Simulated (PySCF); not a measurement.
# A workflow on HNO3 (peroxynitrous acid)

We compute a geometry optimisation (B3PW91-D3(BJ)/pc-0), then the harmonic vibrations, then the energy (CAM-B3LYP-D3(BJ)/def2-mTZVPP), then the charge distribution (PBE-D3M(BJ)/cc-pV(T+d)Z) of HNO3 (peroxynitrous acid). 

The results are computed with PySCF 2.14.0.

### 1 The molecule

The species is HNO3 (5 atoms), meant as a singlet with charge 0. As SMILES, `O=NOO`. All atoms were displaced at random from a relaxed shape. The run starts from this shape.

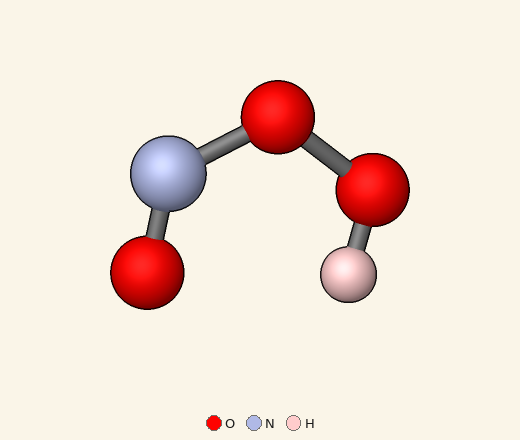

Viewed from a chosen angle; oxygen red, nitrogen light blue, hydrogen pink.

### 2 A geometry optimisation at B3PW91-D3(BJ)/pc-0 (sfX2C, density fitting with def2-universal-jkfit) (run 1)

Input file input.xyz:

```xyz
5
HNO3
O      0.005405    -0.949909     1.013774
N     -0.788422    -0.612871     0.373225
O     -0.732396     0.300075    -0.554559
O      0.493746     0.784061    -0.816095
H      1.099563     0.500724    -0.174542
```

Input file run.py:

```python
from pyscf import gto, dft
from pyscf.geomopt.geometric_solver import kernel as optimise

molecule = gto.Mole()
molecule.atom = 'input.xyz'
molecule.charge = 0
molecule.max_memory = 1860
molecule.basis = 'pc-0'
molecule.verbose = 3
molecule.build()

mf = dft.RKS(molecule, xc='b3pw91')
mf = mf.x2c()
mf = mf.density_fit(auxbasis='def2-universal-jkfit')
mf.disp = 'd3bj'
converged, mol_eq = optimise(mf, maxsteps=100)
print('converged:', converged)
print(mol_eq.tostring())

mf.reset(mol_eq)
molecule = mol_eq
mf.kernel()
energy = mf.e_tot
print('E(%s) = %.9f' % ('B3PW91', energy))
```

Launch:

```
$ OMP_NUM_THREADS=1 python run.py
```

Log:

```text
maxiter                   100
[... 42 lines left out ...]
WARN: Mole.unit (angstrom) is changed to Bohr
[... 43 lines left out ...]
converged SCF energy = -280.012522399124
[... 84 lines left out ...]
converged SCF energy = -280.016804755982
[... 83 lines left out ...]
converged SCF energy = -280.018386672709
[... 74 lines left out ...]
Converged! =D
[... 1 line left out ...]
converged: True
O           0.25510549       -0.79622615        0.93547477
N          -0.89938406       -0.64426092        0.39848137
O          -0.82000702        0.34419091       -0.67458273
O           0.55858072        0.84546848       -0.79152066
H           0.96976440        0.27714499       -0.02809679
converged SCF energy = -280.018392743184
E(B3PW91) = -280.018392743
```

It took 1.7 min on 1 thread of Intel Xeon at 2.50GHz (Skylake/Cascade Lake), shared host; peak memory 0.43 GiB.

The path in brief:

| step | energy from the first frame kept (eV) | largest force (eV/Å) |
| --- | --- | --- |
| 0 | 0.0000 | 22.5949 |
| 1 | -2.6160 | 7.8727 |
| 2 | -3.1280 | 2.9561 |
| 3 | -3.1771 | 1.8238 |
| 4 | -3.2256 | 0.7802 |
| 5 | -3.0914 | 0.8588 |
| 6 | -3.2445 | 0.5181 |
| 7 | -3.2339 | 1.3415 |
| 8 | -3.2817 | 0.2512 |
| 9 | -3.2855 | 0.1535 |
| 10 | -3.2875 | 0.0810 |
| 11 | -3.2876 | 0.0408 |
| 12 | -3.2877 | 0.0104 |
| 13 | -3.2877 | 0.0043 |

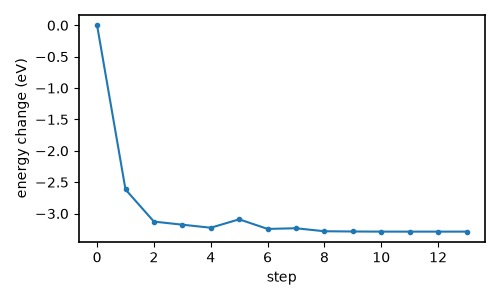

Energy along the run.

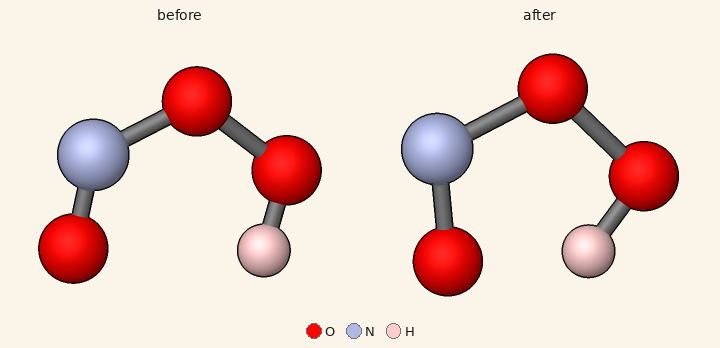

Before and after, at one scale.

After the run. Bond lengths: O1–N2 1.282 Å, N2–O3 1.461 Å, O3–O4 1.472 Å, O4–H5 1.037 Å. Angles: O1–N2–O3 109.8°, N2–O3–O4 109.9°, O3–O4–H5 97.3°.

### 3 Vibrational wavenumbers at B3PW91-D3(BJ)/pc-0 (sfX2C, density fitting with def2-universal-jkfit) (run 2)

Input file start.xyz:

```xyz
5
HNO3
O      0.441116    -0.757346     0.982079
N     -0.713373    -0.605381     0.445085
O     -0.633996     0.383071    -0.627979
O      0.744592     0.884348    -0.744917
H      1.155775     0.316025     0.018507
```

Input file calc.py:

```python
import numpy
from pyscf import gto, dft, symm
from pyscf.hessian import thermo

mol = gto.M(
    atom='start.xyz',
    max_memory=1860,
    basis='pc-0',
    spin=0,
    verbose=3,
)

mf = dft.RKS(mol, xc='b3pw91')
mf = mf.x2c()
mf = mf.density_fit(auxbasis='def2-universal-jkfit')
mf.disp = 'd3bj'
mf.kernel()

e_tot = mf.e_tot
print(f'total energy: {e_tot:.8f} hartree')
hess = mf.Hessian().kernel()
modes = thermo.harmonic_analysis(mol, hess)
print('frequencies (1/cm)', numpy.round(modes['freq_wavenumber'], 1))
symm.geom.TOLERANCE = 1e-3  # for the symmetry number
th = thermo.thermo(mf, modes['freq_au'], 298.15, 101325)
thermo.dump_thermo(mol, th)
```

Launch:

```
$ OMP_NUM_THREADS=1 python calc.py
```

Log:

```text
converged SCF energy = -280.01839274324
total energy: -280.01839274 hartree

WARN: DFTD3 does not support analytical Hessian, using finite difference

WARN: Mole.unit (angstrom) is changed to Bohr

frequencies (1/cm) [ 441.8  452.2  760.6  793.6  846.9  994.7 1342.1 1535.3 2953.6]
temperature 298.1500 [K]
pressure 101325.00 [Pa]
Rotational constants [GHz] 18.51408 8.11782 5.64338
Symmetry number 1
Zero-point energy (ZPE) 0.02306 [Eh]   60535.521 [J/mol]
                           tot       elec      trans        rot        vib
Entropy [J/mol/K]       268.448      0.000    160.420     98.130      9.898
Cv [J/mol/K]             46.989      0.000     12.472     12.472     22.045
Cp [J/mol/K]             55.303      0.000     20.786     12.472     22.045
Internal energy [J/mol]                      3718.434   3718.434  62690.696
Internal energy [Eh]   -279.99168  -280.01839
Enthalpy [J/mol]                             6197.391   3718.434  62690.696
Enthalpy [Eh]          -279.99074
Gibbs free energy [J/mol]                  -41631.859 -25538.924  59739.651
Gibbs free energy [Eh] -280.02122
```

Wall time 46 s (1 thread of Intel Xeon at 2.50GHz (Skylake/Cascade Lake), shared host); peak memory 0.57 GiB.

### 4 The energy at CAM-B3LYP-D3(BJ)/def2-mTZVPP (density fitting with cc-pvqz-jkfit, SS(V)PE water) (run 3)

Input file job.py:

```python
from pyscf import gto, dft, solvent

system = gto.M(
    atom='''
O    0.255105  -0.796226   0.935475
N   -0.899384  -0.644261   0.398481
O   -0.820007   0.344191  -0.674583
O    0.558581   0.845468  -0.791521
H    0.969764   0.277145  -0.028097
''',
    basis='def2-mtzvpp',
    max_memory=1860,
    verbose=3,
)

mf = dft.RKS(system, xc='cam-b3lyp')
mf = mf.density_fit(auxbasis='cc-pvqz-jkfit')
mf = mf.PCM()
mf.with_solvent.method = 'SS(V)PE'
mf.with_solvent.eps = 78.3553
mf.disp = 'd3bj'
mf.kernel()

energy = mf.e_tot
print(f'total energy: {energy:.8f} hartree')
mf.analyze()
```

Launch:

```
$ OMP_NUM_THREADS=1 python job.py
```

Log:

```text
WARN: PCM is an experimental feature. It is still in testing.
Features and APIs may be changed in the future.

[... 13 lines left out ...]
MO #11  energy= -0.592501120355192 occ= 2
[... 17 lines left out ...]
MO #29  energy= 0.425192310053187  occ= 0
[... 17 lines left out ...]
MO #47  energy= 0.883581152044286  occ= 0
[... 17 lines left out ...]
MO #65  energy= 2.31566553600241   occ= 0
[... 17 lines left out ...]
MO #83  energy= 2.93508012352503   occ= 0
[... 17 lines left out ...]
MO #101 energy= 43.9031716548464   occ= 0
[... 6 lines left out ...]
Dipole moment(X, Y, Z, Debye):  0.53026, -0.60642,  0.84640
```

Run time: 46 s. Hardware: 1 thread of Intel Xeon at 2.50GHz (Skylake/Cascade Lake), shared host; peak memory 0.47 GiB.

### 5 Energy and one-electron properties at PBE-D3M(BJ)/cc-pV(T+d)Z (Coulomb fitting set) (run 4)

Input file run.py:

```python
# peroxynitrous acid
import numpy
from pyscf import gto, scf, dft, lo

molecule = gto.M(
    atom=[
    ('O', (0.255105, -0.796226, 0.935475)),
    ('N', (-0.899384, -0.644261, 0.398481)),
    ('O', (-0.820007, 0.344191, -0.674583)),
    ('O', (0.558581, 0.845468, -0.791521)),
    ('H', (0.969764, 0.277145, -0.028097)),
],
    verbose=4,
    basis='cc-pv(t+d)z',
    charge=0,
    max_memory=1860,
)

mf = dft.RKS(molecule)
mf.xc = 'pbe'
mf = mf.density_fit(auxbasis='def2-universal-jfit')
mf.disp = 'd3bjm'
mf.kernel()

energy = mf.e_tot
print('Final energy', energy)
dip = mf.dip_moment()
pop, q = mf.mulliken_pop()
quad = mf.quad_moment()
occ = mf.mo_coeff[:, mf.mo_occ > 0]
iaos = lo.vec_lowdin(lo.iao.iao(molecule, occ), mf.get_ovlp())
c = iaos.T @ mf.get_ovlp() @ occ
pop_iao, q_iao = scf.hf.mulliken_pop(lo.iao.reference_mol(molecule), (c * mf.mo_occ[mf.mo_occ > 0]) @ c.T, numpy.eye(c.shape[0]), verbose=0)
print('IAO charges', numpy.round(q_iao, 4))
```

Launch:

```
$ OMP_NUM_THREADS=1 python run.py
```

Log:

```text
PySCF version 2.14.0

[... 81 lines left out ...]
converged SCF energy = -280.684759786372
Final energy -280.6847597863715
Dipole moment(X, Y, Z, Debye):  0.46920, -0.18570,  0.35718
[... 143 lines left out ...]
IAO charges [-0.2321  0.2078 -0.013  -0.3043  0.3416]
```

Run time: 28 s. Hardware: 1 thread of Intel Xeon at 2.50GHz (Skylake/Cascade Lake), shared host; peak memory 0.46 GiB.

Atomic charges (e):

| atom | Mulliken | IAO |
| --- | --- | --- |
| O1 | -0.194 | -0.232 |
| N2 | +0.152 | +0.208 |
| O3 | -0.007 | -0.013 |
| O4 | -0.170 | -0.304 |
| H5 | +0.219 | +0.342 |

### 6 What came out

| quantity | value |
| --- | --- |
| run 1, B3PW91-D3(BJ)/pc-0: total energy at the end | -280.01839 Eh |
| run 1, B3PW91-D3(BJ)/pc-0: dipole moment | 0.96 D |
| run 1, B3PW91-D3(BJ)/pc-0: HOMO energy | -8.72 eV |
| run 1, B3PW91-D3(BJ)/pc-0: LUMO energy | -4.25 eV |
| run 1, B3PW91-D3(BJ)/pc-0: HOMO–LUMO gap | 4.47 eV |
| run 1, B3PW91-D3(BJ)/pc-0: dispersion energy | -9.20 kJ/mol |
| run 2, B3PW91-D3(BJ)/pc-0: lowest harmonic wavenumber | 442 cm⁻¹ |
| run 2, B3PW91-D3(BJ)/pc-0: highest harmonic wavenumber | 2954 cm⁻¹ |
| run 2, B3PW91-D3(BJ)/pc-0: zero-point energy | 60.5 kJ/mol |
| run 2, B3PW91-D3(BJ)/pc-0: ideal-gas entropy at 298.15 K (symmetry number 1 as used) | 64.2 cal/(mol K) |
| run 3, CAM-B3LYP-D3(BJ)/def2-mTZVPP: total energy | -280.84071 Eh |
| run 3, CAM-B3LYP-D3(BJ)/def2-mTZVPP: dipole moment | 1.17 D |
| run 3, CAM-B3LYP-D3(BJ)/def2-mTZVPP: HOMO energy | -10.48 eV |
| run 3, CAM-B3LYP-D3(BJ)/def2-mTZVPP: LUMO energy | -2.52 eV |
| run 3, CAM-B3LYP-D3(BJ)/def2-mTZVPP: HOMO–LUMO gap | 7.96 eV |
| run 3, CAM-B3LYP-D3(BJ)/def2-mTZVPP: dispersion energy | -3.67 kJ/mol |
| run 3, CAM-B3LYP-D3(BJ)/def2-mTZVPP: solvent term in the energy | -12.5 kJ/mol |
| run 4, PBE-D3M(BJ)/cc-pV(T+d)Z: total energy | -280.68476 Eh |
| run 4, PBE-D3M(BJ)/cc-pV(T+d)Z: dipole moment | 0.62 D |
| run 4, PBE-D3M(BJ)/cc-pV(T+d)Z: HOMO energy | -7.40 eV |
| run 4, PBE-D3M(BJ)/cc-pV(T+d)Z: LUMO energy | -4.56 eV |
| run 4, PBE-D3M(BJ)/cc-pV(T+d)Z: HOMO–LUMO gap | 2.84 eV |
| run 4, PBE-D3M(BJ)/cc-pV(T+d)Z: dispersion energy | -6.51 kJ/mol |

In words: The optimisation (run 1, B3PW91-D3(BJ)/pc-0) took 13 steps and changed the energy by -3.288 eV. All 9 modes (run 2, B3PW91-D3(BJ)/pc-0) are real, so the shape is a minimum at this level. Mulliken charges (run 2, B3PW91-D3(BJ)/pc-0) run from -0.25 on O4 to +0.31 on H5; they depend strongly on the basis.
